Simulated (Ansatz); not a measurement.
# H_Br in Na3BrO (Pm-3m): charge-transition levels and formation energies

Charge states of H_Br in Na3BrO (Pm-3m), set against the band edges. Model: a cell of 60 host atoms with 1 Br taken out and 1 H put in.

Program: Ansatz 0.2.0. Level of theory: place-levels on PBEsol runs: charge-transition levels and formation energies with image-charge correction and potential alignment at the atomic sites. Results are calculated unless marked as measured.

### 1. Set-up

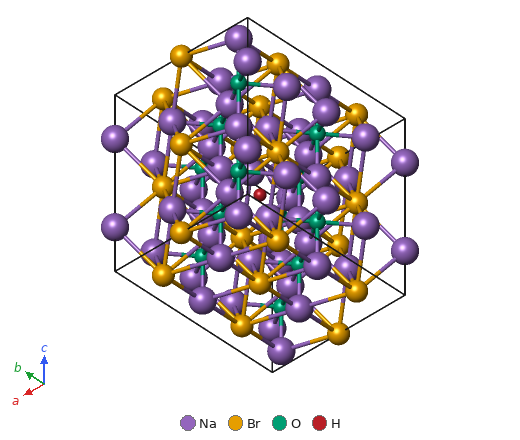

The cell as given, from a free direction (sodium purple, bromine orange, oxygen teal, hydrogen red). Some periodic images of atoms are drawn too.

The cell holds 60 atoms: 36 Na, 11 Br, 12 O and 1 H. Cell: a = 10.156 Å, b = 12.847 Å, c = 9.084 Å, α = 90.0°, β = 90.0°, γ = 108.4°. It derives from Na3BrO (space group Pm-3m). Nearest the centre at fractional (0.667, 0.667, 0.500): H57 at 0.00 Å, Na36 at 3.21 Å, Na51 at 3.21 Å, Na52 at 3.21 Å, Na32 at 3.21 Å, Na24 at 3.21 Å, Na33 at 3.21 Å, Na48 at 3.21 Å.

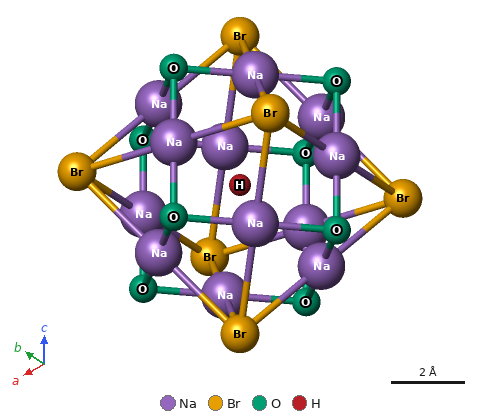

The atoms within 5 Å of the centre.

Known beforehand: the electronic dielectric constant, 3.26, and the static one, 9.40, from a response run on this crystal (DFPT, PBEsol) at that run's own cell.

The cell's shortest repeat is 9.1 Å.

### 2. What was run first

A transition level is the Fermi level at which two charge states cost the same, so each charge needs its own total energy, at its own relaxed structure.

Each atom starts 0.05 Å or so off its site in a random direction: a symmetric start keeps its symmetry, and would miss off-centre moves and Jahn–Teller distortions. Forces are taken at one point at (¼, ¼, ¼). The cell holds 1 electron more than the neutral one, with a uniform background that keeps it neutral on the whole. The electron count is odd, so at least one spin is unpaired; this run locks the moment at 1 μB.

The sampling was tested on the host first: at the k-points planned (1x1x1 shifted 0.25 0.25 0.25) its energy lies 0.000 eV an atom from the dense-mesh value, under the bound of 0.02 eV set for this test; that bounds the host's error, not the defect's.

One state's input; the others differ in charge, spin, start and seed, and in occupations where the table says so.

Contents of qm1_M1.relax/input.yaml:

```yaml
crystal:
  lattice:
    - [9.08406599, 4.54203299, 0.0]
    - [-9.08406599, 9.08406599, 0.0]
    - [0.0, 0.0, 9.08406599]
  atoms:
    - { symbol: Na, position: [0.16666667, 0.16666667, 0.25] }
    - { symbol: Na, position: [0.5, 0.0, 0.25] }
[... 12 atom lines left out ...]
    - { symbol: O, position: [0.66666667, 0.41666667, 0.25] }
[... 8 atom lines left out ...]
    - { symbol: Na, position: [0.66666667, 0.41666667, 0.5] }
[... 5 atom lines left out ...]
    - { symbol: O, position: [0.66666667, 0.41666667, 0.75] }
[... 1 atom line left out ...]
    - { symbol: Na, position: [0.5, 0.5, 0.25] }
    - { symbol: Na, position: [0.83333333, 0.83333333, 0.25] }
[... 1 atom line left out ...]
    - { symbol: Na, position: [0.5, 0.75, 0.25] }
    - { symbol: Na, position: [0.83333333, 0.58333333, 0.25] }
[... 6 atom lines left out ...]
    - { symbol: O, position: [0.0, 0.75, 0.25] }
    - { symbol: O, position: [0.33333333, 0.58333333, 0.25] }
    - { symbol: O, position: [0.66666667, 0.91666667, 0.25] }
[... 1 atom line left out ...]
    - { symbol: Na, position: [0.5, 0.5, 0.75] }
    - { symbol: Na, position: [0.83333333, 0.83333333, 0.75] }
[... 1 atom line left out ...]
    - { symbol: Na, position: [0.5, 0.75, 0.75] }
    - { symbol: Na, position: [0.83333333, 0.58333333, 0.75] }
    - { symbol: Na, position: [0.0, 0.75, 0.5] }
    - { symbol: Na, position: [0.33333333, 0.58333333, 0.5] }
    - { symbol: Na, position: [0.66666667, 0.91666667, 0.5] }
[... 2 atom lines left out ...]
    - { symbol: H, position: [0.66666667, 0.66666667, 0.5] }
    - { symbol: O, position: [0.0, 0.75, 0.75] }
[... 1 atom line left out ...]
    - { symbol: O, position: [0.66666667, 0.91666667, 0.75] }
  host:
    repeats: [1, 2, 2]
    atoms:
      - { symbol: Na, position: [0.16666667, 0.33333333, 0.5] }
      - { symbol: Na, position: [0.5, 0.0, 0.5] }
      # ... 13 more atoms of the perfect host
total_charge: -1
basis:
  ecutwfc: 420
  xc_grid: 2
hamiltonian:
  xc: pbesol
kpoints:
  mp_grid: { grid: [1, 1, 1], shift: [0.25, 0.25, 0.25] }
magnetization:
  spin_polarized: true
  initial_magnetization: 1
  spin_locking: { lock_magnetization: hard }
scf:
  occupations: { method: fixed }
  max_iter: 60
output:
  forces: true
  charged_corrections:
    epsilon: 3.26
    static_epsilon: 9.4
    defect_position: [0.666667, 0.666667, 0.5]
relax:
  f_tol: 0.02
  max_steps: 80
  random_displacement: { amplitude: 0.05, seed: 7695 }
checkpoint:
  write: "../qm1_M1.relax.run"
  compress: false
  write_wavefunctions: true
  write_every: 100000
```

Run with:

```console
ansatz run input.yaml --threads 4 --pin off --max-ram 7536MiB --backend cpu --events-out ev --progress --plain --runs-dir out
```

Defect states can disperse in a cell of this size, so the energy is taken again at a 2×2×2 shifted mesh, on the relaxed structure.

The run of this state that the levels use, under PBEsol:

Contents of qm1_M1.point/input.yaml:

```yaml
crystal:
  checkpoint: "../qm1_M1.relax.run"
  host: checkpoint
total_charge: -1
basis:
  ecutwfc: 420
  xc_grid: 2
hamiltonian:
  xc: pbesol
kpoints:
  mp_grid: { grid: [2, 2, 2], shift: [0.5, 0.5, 0.5] }
magnetization:
  spin_polarized: true
  initial_magnetization: 1
  spin_locking: { lock_magnetization: hard }
scf:
  occupations: { method: fermi_dirac, width: 0.01 }
  max_iter: 60
output:
  forces: true
  eigenvalues: true
  charged_corrections:
    epsilon: 3.26
    static_epsilon: 9.4
    defect_position: [0.666667, 0.666667, 0.5]
  eigenstates: { localisation: true }
  populations: true
  efg: {}
  band_densities: [{ bands: [v1, v1] }, { bands: [c1, c1] }]
  write_density: true
  write_potential: true
  volumetric_format: npy
checkpoint:
  read: "../qm1_M1.relax.run"
  write: "../qm1_M1.point.run"
  compress: false
  write_wavefunctions: false
  write_every: 100000
```

Relaxations under PBEsol at one point at (¼, ¼, ¼); times on 4 threads of Intel Xeon 6975P-C (Granite Rapids), shared host:

```
charge  moment (μB)  occupations    outcome  steps  largest displacement against the far atoms (Å)     time
    −1            1        fixed  converged      4                                            0.06     74 s
     0            0        fixed  converged     11                                            0.50     93 s
    +1            1        fixed  converged     16                                            0.89  9.4 min
```

Single points under PBEsol at a 2×2×2 shifted mesh; times on 4 threads of Intel Xeon 6975P-C (Granite Rapids), shared host:

```
charge  moment (μB)  occupations    outcome     time
    −1            1  fermi-dirac  converged  2.5 min
     0            0  fermi-dirac  converged     58 s
    +1            1  fermi-dirac  converged  3.1 min
```

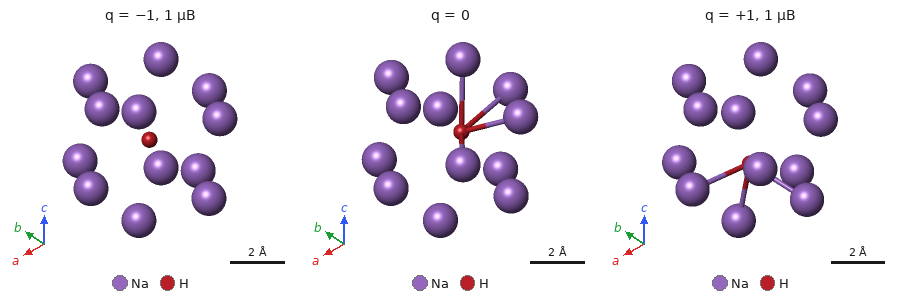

The structures near the centre after relaxation with PBEsol, by charge. Bonds to atoms that aren't drawn are left out. H lies hidden behind other atoms in this view.

Distances (Å) from H57 to the nearest atoms after relaxation with PBEsol:

```
charge  moment (μB)       1.       2.       3.       4.       5.       6.
    −1            1  Na 3.14  Na 3.14  Na 3.15  Na 3.16  Na 3.17  Na 3.17
     0            0  Na 2.61  Na 2.77  Na 2.89  Na 2.90  Na 3.02  Na 3.12
    +1            1  Na 2.53  Na 2.59  Na 2.62  Na 2.72  Na 3.19  Na 3.28
```

### 3. Placing the levels, PBEsol

A charged cell interacts with its images and the background, and its potential has another zero than the host's. place-levels removes the first by a point-charge model, screened by the static dielectric constant since the ions have relaxed around the charge, and the second by comparing potentials at atoms far from the defect.

The host is a run of the defect-free crystal in the same cutoffs, grids and k-points, so that basis and sampling errors cancel in part in the differences. Its band edges come from a run of the primitive cell that searches the zone for them. The host is run in a cell of 15 atoms on a matching mesh. Chemical potentials are energies per atom of Br (solid Br2 (Cmce)) and H (H2 molecule), run with the same functional and cutoff.

Contents of levels.point.yaml:

```yaml
host:
  run: host.point.run
  levels_from: { run: edges.point.run }
states: [qm1_M1.point.run, q0.point.run, qp1_M1.point.run]
geometry_from:
  qm1_M1.point.run: qm1_M1.relax.run
  q0.point.run: q0.relax.run
  qp1_M1.point.run: qp1_M1.relax.run
chemical_potentials:
  Br:
    energy: -2736.47272
    dataset: "<sha256 of the dataset>"
  H:
    energy: -15.609288
    dataset: "<sha256 of the dataset>"
epsilon: 3.26
static_epsilon: 9.4
vertical:
  - { from: qm1_M1.point.run, to: qm1_M1.point_neutral.run }
  - { from: qp1_M1.point.run, to: qp1_M1.point_neutral.run }
```

Run with:

```console
ansatz place-levels levels.point.yaml -- --threads 4 --pin off --max-ram 7536MiB
```

Numbers of over 12 decimals in the logs are rounded to 6 here.

Log:

```text
[... repeated set-up lines and file paths are left out, and long positions are rounded to six places ...]
(+1/0) 0.000 eV above the valence edge (-0.174 eV without the band-filling correction), 1.938 eV under the conduction edge
(0/-1) 1.994 eV above the valence edge (+2.820 eV without the band-filling correction), in the conduction band
formation energy of charge +1: +3.340 eV with the Fermi level at the valence edge
formation energy of charge 0: +3.340 eV with the Fermi level at the valence edge
formation energy of charge -1: +5.333 eV with the Fermi level at the valence edge
vertical -1 to 0: no energy, since no alignment is typed
  the change from vertical[0].from (qm1_M1.point.run) to vertical[0].to (qm1_M1.point_neutral.run): by its potential at epsilon 3.26 it is spread over the cell along a vector, with an rms radius of about 7.4 Å (4.1 4.3 4.4 Å across the planes of the cell's [...]
vertical +1 to 0: no energy, since no alignment is typed
  the change from vertical[1].from (qp1_M1.point.run) to vertical[1].to (qp1_M1.point_neutral.run): by its potential at epsilon 3.26 it stands at 0.682 0.652 0.313, with an rms radius of about 4.0 Å (2.2 2.9 1.6 Å across the planes of the cell's vectors); [...]
  edges by pbesol of host.levels_from (edges.point.run), its mesh sampled to repeats of 27.25 Å (the valence edge +0.043 eV and the conduction edge -0.624 eV from those of the host's own run), gap 1.938 eV; the host is sampled to repeats of 27.25 Å
  the defect's cells are sampled to repeats of 27.25 Å, like sampling
  charge +1: -90030.7358 eV with its correction of -0.069 eV, at epsilon 9.4, aligned at sites: -0.2732 eV, mean over 39 atomic sites at or beyond 4.54 Å from the defect at [0.6667, 0.6667, 0.5000], with +0.000000 for the charge's moments and without [...]
  states[2] (qp1_M1.point.run): levels filled in part (TS 0.008 eV): its energy is of no whole electron's
  charge 0: +0.000 eV for its dipole among its images, +0.004 omitted
  charge -1: -90021.0351 eV with its correction of +0.356 eV, at epsilon 9.4, aligned at sites: -0.1520 eV, mean over 39 atomic sites at or beyond 4.54 Å from the defect at [0.6667, 0.6667, 0.5000], with +0.006005 for the charge's moments and without [...]
  of states[2] (qp1_M1.point.run): it parts from the run at its places by a charge that spreads by about 2.9 Å along one vector (2.1 Å or more is wide), by its potential at epsilon 3.26, taken for that of held ions (one typed too small widens it), where the [...]
  of states[0] (qm1_M1.point.run): it parts from the run at its places by a charge that spreads by about 4.4 Å along one vector (1.6 Å or more is wide), by its potential at epsilon 3.26, taken for that of held ions (one typed too small widens it), where the [...]
  of vertical[0].from (qm1_M1.point.run): its moments are held at its close (magnetization.spin_locking), by a field of 0.048 eV a Bohr magneton, and its energy and levels are of the state that this holds: a run that lets them go can end lower; [...]
  vertical[1].from (qp1_M1.point.run): levels filled in part (TS 0.008 eV): its energy is of no whole electron's
  of vertical[1].from (qp1_M1.point.run): it parts from the run at its places by a charge that spreads by about 2.9 Å along one vector (2.1 Å or more is wide), by its potential at epsilon 3.26, taken for that of held ions (one typed too small widens it), [...]
```

Run time: 0.27 s. Hardware: 4 threads of Intel Xeon 6975P-C (Granite Rapids), shared host.

Levels between the charges placed, in eV above the valence top:

```
        gap (eV)  (+1/0)  (0/−1)
PBEsol      1.94    0.00    1.99
```

Corrections by state:

```
charge  moment (μB)  image terms and alignment (eV)  band filling (eV)  ε used  over the lowest of its charge, as the program ranks them, band filling apart (eV)
    +1          1.0                          -0.069             -0.174    9.40                                                                              0.000
     0          0.0                           0.000                  -       -                                                                              0.000
    −1          1.0                           0.356             -0.826    9.40                                                                              0.000
```

The charged structures listed were also run neutral, and place-levels reads from each pair, by the potential or the spins, how wide the charge is by which they differ; that can be the carrier of either run.

```
charge  rms radius (Å)  spread where it is widest against the cell (Å)  wide from (Å)  reading
    +1             4.0                                            2.88           2.11     wide
    −1             7.4                                            4.39           1.57     wide
```

The neutral runs of these pairs need not share the spin of the lowest neutral state, and very wide values only mean spread over the cell.

From the program's caveats on the states, each cut to its opening words:

- charge +1 (1 μB): it parts from the run at its places by a charge that spreads by about 2.9 Å along one vector (2.1 Å or more is wide), by its potential at epsilon 3.26, taken [...]
- charge +1 (1 μB): a band-filling correction moves a carrier to the host's band edge, which changes its energy by -0.174 eV
- charge −1 (1 μB): it parts from the run at its places by a charge that spreads by about 4.4 Å along one vector (1.6 Å or more is wide), by its potential at epsilon 3.26, taken [...]
- charge −1 (1 μB): a band-filling correction moves a carrier to the host's band edge, which changes its energy by -0.826 eV
- charge −1 (1 μB): its alignment with the host at atomic sites is doubtful: the mean over the far sites moves by -0.0788 eV from their farther parts to their nearer, more than [...]
- charge −1 (1 μB): its moments are held at its close (magnetization.spin_locking), by a field of 0.048 eV a Bohr magneton, and its energy and levels are of the state that this [...]

Formation energies (eV), elemental references (Δμ(Br) = 0.00 eV, Δμ(H) = 0.00 eV):

```
charge  Fermi level at the valence top  at the conduction bottom
    +1                            3.34                      5.28
     0                            3.34                      3.34
    −1                            5.33                      3.40
```

The charge transition levels (eV, zero at the valence-band top of the host):

```
      conduction bottom  valence top
H_Br               1.94         0.00
```

```
       level  energy (eV)
H_Br  (+1/0)         0.00
H_Br  (0/−1)         1.99
```

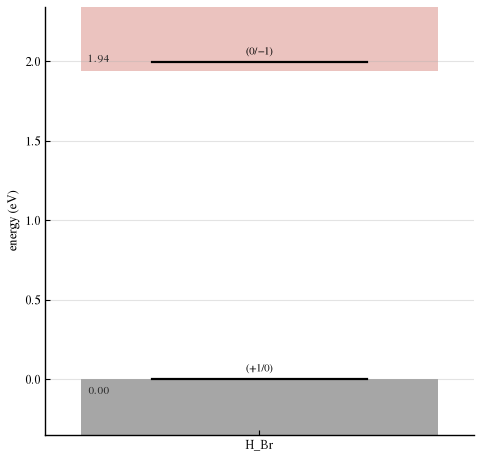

Charge transition levels. Shaded: valence and conduction bands.

### 4. The same at the relaxations' own k-points

The relaxations' own energies give the levels at their sampling, for comparison.

Contents of levels.relax_mesh.yaml:

```yaml
host:
  run: host.relax.run
  levels_from: { run: edges.relax.run }
states: [qm1_M1.relax.run, q0.relax.run, qp1_M1.relax.run]
chemical_potentials:
  Br:
    energy: -2736.47272
    dataset: "<sha256 of the dataset>"
  H:
    energy: -15.609288
    dataset: "<sha256 of the dataset>"
```

Run with:

```console
ansatz place-levels levels.relax_mesh.yaml -- --threads 4 --pin off --max-ram 7536MiB
```

Log:

```text
[...]
formation energy of charge +1: +3.346 eV with the Fermi level at the valence edge
formation energy of charge 0: +3.346 eV with the Fermi level at the valence edge
formation energy of charge -1: +5.341 eV with the Fermi level at the valence edge
  edges by pbesol of host.levels_from (edges.relax.run), its mesh sampled to repeats of 27.25 Å (the valence edge +0.060 eV and the conduction edge -0.841 eV from those of the host's own run), gap 1.938 eV; the host is sampled to repeats of 13.63 Å
[... the lines on each state left out ...]
```

It took 0.1 s on 4 threads.

Levels between neighbouring charges, in eV above the valence top:

```
                        gap (eV)  (+1/0)  (0/−1)
one point at (¼, ¼, ¼)      1.94    0.00    1.99
  a 2×2×2 shifted mesh      1.94    0.00    1.99
```

Going from one point at (¼, ¼, ¼) to a 2×2×2 shifted mesh moves formation energies against the elements by up to 0.01 eV; band-filling terms, which differ between samplings, are in these energies.

### 5. Outcome

* gap of the host: 1.94 eV (PBEsol)
* level (plus 1/0): 0.00 eV above the valence top (-0.17 eV above the valence top without the band-filling term)
* level (0/minus 1): 1.99 eV above the valence top, past the conduction bottom (2.82 eV above the valence top without the band-filling term)
* lowest of the charges placed, just above the valence top (0.02 eV): 0
* lowest of the charges placed, just below the conduction bottom (0.02 eV): 0
* lowest formation energy at mid-gap of the charges run, elemental references: 3.34 eV

Of the charges placed (−1, 0 and +1), 0 is the lowest from 0.02 eV above the valence top to 0.02 eV below the conduction bottom, a gap of 1.94 eV. States placed: +1 at 1 μB; 0 at 0 μB; −1 at 1 μB. Other spin states or structures, where not listed, weren't placed. The program finds carriers beyond a band edge of the host and adds a band-filling term at charge −1 (-0.83 eV) and +1 (-0.17 eV); steps to such a charge show no bound level, and a defect level inside a band would be read the same way. At charge +1 the atom put in ends up to 0.9 Å from its starting place, so the name tells the start alone and the levels can join different sites. H is taken at its element; compounds, which aren't counted here, bound the chemical potentials and would shift these formation energies. Going from one point at (¼, ¼, ¼) to a 2×2×2 shifted mesh moves formation energies against the elements by up to 0.01 eV; band-filling terms, which differ between samplings, are in these energies. The program doubts the alignment of potentials for at least one state, a sign that the cell is small. Keep in mind: PBEsol makes the gap too small and tends to spread out bound carriers; where a gas molecule sets a chemical potential or the host's formation energy, its binding is uncorrected.

[Logs are printed without paths, hosts, clocks, repeated set-up lines and the standing remarks that a program may print on its own settings, such as how far it seeks lower states.]

[Hosts, paths, dates, database ids (printed as entryN), source tags and the programs' standing remarks are cut or masked in the printed files.]

[Where a table of states has a column of steps, it counts the stored structures, which are thinned; the runs took as many ionic steps or more.]

[A defect's name tells the site on which it was built; relaxed atoms can leave that site.]

[For some hosts the program warned that the k-mesh of the response run may be too coarse for force constants and the static dielectric constant; such warnings are not shown here.]
